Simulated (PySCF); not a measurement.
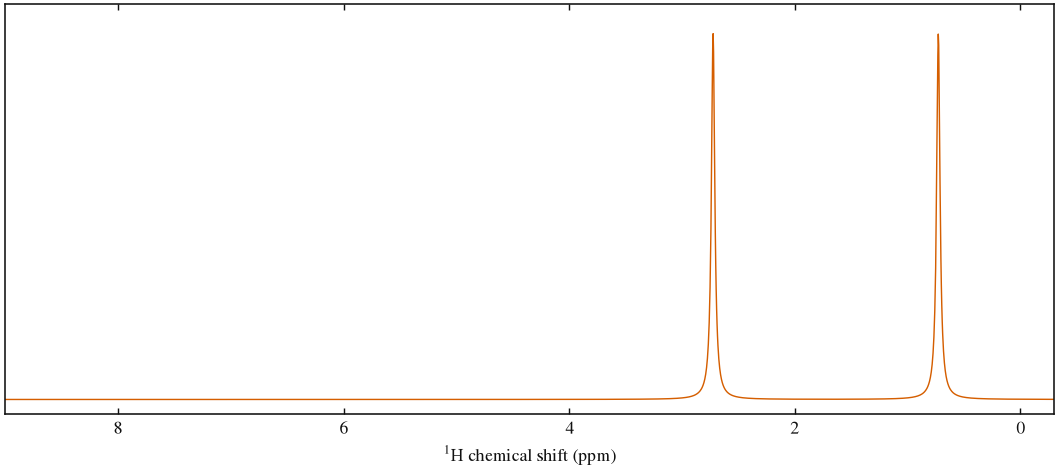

GIAO shifts, CAM-B3LYP/pcSseg-2 with PySCF 2.14.0, at a PBE0-D3(BJ)/def2-SVP geometry (no frequency check), against TMS for ¹H computed at the same level. Gas phase, fully decoupled, line heights follow the number of nuclei, widths are arbitrary (no quadrupolar broadening); values of one conformer, averaged over nuclei that symmetry, rotation about single bonds or inversion at nitrogen exchange, these motions taken as fast; other conformers aren't averaged in. Protons on N, O or S are those of the isolated molecule, without hydrogen bonds to neighbours or exchange.

Which molecule was computed?
A. BSiNH₄Cl₂, SMILES N[SiH2]B(Cl)Cl
B. C₂H₈N₂ (ethylenediamine), SMILES NCCN

B. Its ¹H signals: 2.72 (4 H), 0.73 (4 H) ppm.
